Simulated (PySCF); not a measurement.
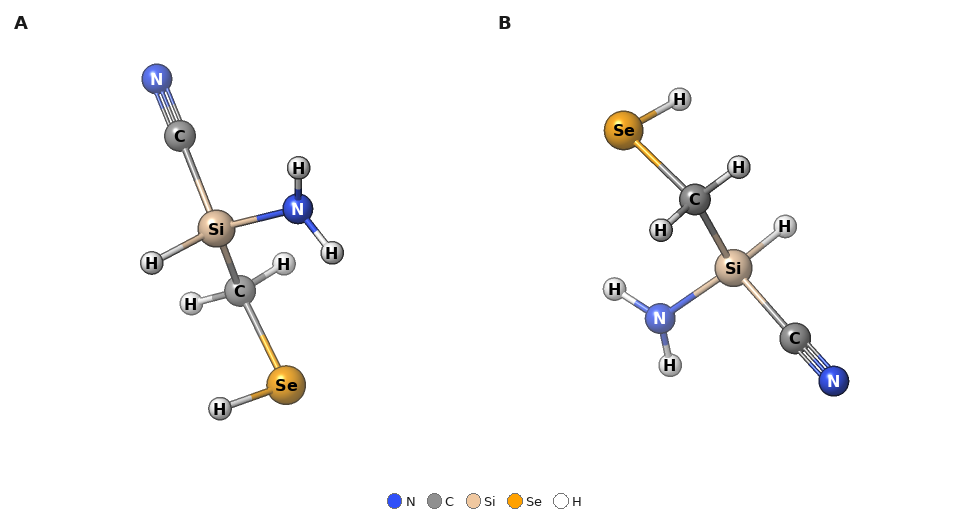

Atoms fade into the background with distance from the viewer. The computed structure is the end point of a PBE0-D3(BJ)/def2-SVP optimisation. No frequency run is at hand to confirm it as a minimum.

How are A and B related: the same structure turned, mirror images, conformers, diastereomers or constitutional isomers?

Answer. They are enantiomers, mirror images that no rotation superimposes: A is N#C[Si@H](N)C[SeH] (S), B is N#C[Si@@H](N)C[SeH] (R). Their energies are equal.
